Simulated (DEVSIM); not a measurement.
Device: Pt/HfO2/SiO2/p-Si capacitor, at 300 K.

```tsv
layer (left to right)	material	thickness (nm)	Na (cm⁻³)
1	HfO2	7.30	-
2	SiO2	0.560	-
3	Si	550	2.2e17
```

Metal gate on the left, work function 5.6 eV. Fixed charge at the semiconductor interface -2.2e11 cm⁻² (in units of +e); interface traps 6.1e11 cm⁻² eV⁻¹, uniform in energy, neutral level at 0.5 of the gap above the valence band.

Constants are typed, rounded textbook-type inputs, not results; the design itself was drawn at random and stands for no fabricated device. Values at 300 K.

```tsv
parameter	HfO2	SiO2	Si
gap (eV)	5.7	9	1.124
affinity (eV)	2.5	0.9	4.05
permittivity	22	3.9	11.7
Nc (cm⁻³)	-	-	2.86e19
Nv (cm⁻³)	-	-	3.1e19
```

Simulated with DEVSIM: 1D Poisson equation in equilibrium, Boltzmann statistics, complete ionisation; no quantum confinement or tunnelling. Metal contacts follow the ideal Schottky-Mott rule: no Fermi-level pinning, no interface dipoles.

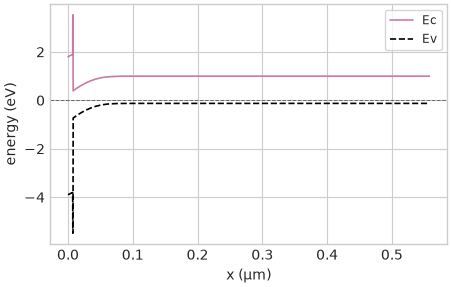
Fig. 1. Band edges at 1.3 V on the gate

Energies count from the Fermi level of the right contact; mesh points crowd at the junctions.

```tsv
x (μm)	Ec (eV)	Ev (eV)	n (cm⁻³)	p (cm⁻³)	field (V/cm)
0.000	1.800	-3.900	< 1e2	< 1e2	130000
0.001003	1.813	-3.887	< 1e2	< 1e2	130000
0.002490	1.833	-3.867	< 1e2	< 1e2	130000
0.004651	1.862	-3.838	< 1e2	< 1e2	130000
0.006614	1.888	-3.812	< 1e2	< 1e2	130000
0.007459	3.509	-5.491	< 1e2	< 1e2	750000
0.007750	3.531	-5.469	< 1e2	< 1e2	750000
0.009227	0.416	-0.708	2.9e12	4.0e7	190000
0.01150	0.459	-0.665	5.5e11	2.1e8	190000
0.01614	0.542	-0.582	2.2e10	5.2e9	170000
0.02525	0.684	-0.440	9.4e7	1.2e12	140000
0.05133	0.933	-0.191	6200	1.9e16	52000
0.09145	0.995	-0.129	550	2.1e17	1100
0.1732	0.996	-0.128	530	2.2e17	≈ 0
0.3685	0.996	-0.128	530	2.2e17	≈ 0
0.4620	0.996	-0.128	530	2.2e17	≈ 0
0.5097	0.996	-0.128	530	2.2e17	≈ 0
0.5330	0.996	-0.128	530	2.2e17	≈ 0
0.5482	0.996	-0.128	530	2.2e17	≈ 0
0.5535	0.996	-0.128	530	2.2e17	≈ 0
0.5562	0.996	-0.128	530	2.2e17	≈ 0
0.5579	0.996	-0.128	530	2.2e17	≈ 0
```
